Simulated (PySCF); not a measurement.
Molecule: SMILES BC[SiH2]c1ccccc1. Atoms near the plane z = 0.0 Å, at the GFN2-xTB optimised geometry (x, y, z in Å): Si3 (-1.4, -2.1, 0.0), C4 (-0.4, -0.5, 0.0), C5 (-1.1, 0.8, 0.0), C6 (-0.3, 2.0, 0.0), C7 (1.0, 1.9, 0.0), C8 (1.7, 0.7, 0.0), C9 (1.0, -0.5, 0.0), H15 (-2.8, -1.8, 0.1), H16 (-2.1, 0.8, 0.0), H17 (-0.9, 2.9, 0.0), H18 (1.6, 2.9, 0.0), H19 (2.8, 0.7, 0.0), H20 (1.5, -1.4, 0.0).

Computed with PBE/def2-SVP (PySCF). Cells within 0.4 Å of a nucleus heavier than hydrogen are left out (blank, or x). The values are rescaled to run from 0 to 1.

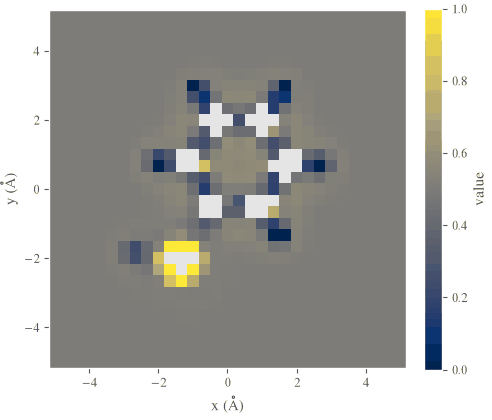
Figure. a field on the plane z = 0.0 Å.

Q: Which quantity is mapped?
(A) log10 of the electron density
(B) Laplacian of the electron density
(C) electron localisation function
(D) electrostatic potential

A: B, Laplacian of the electron density. In full: Laplacian of the electron density (e/bohr⁵), clipped to [-1.50, 1.50].
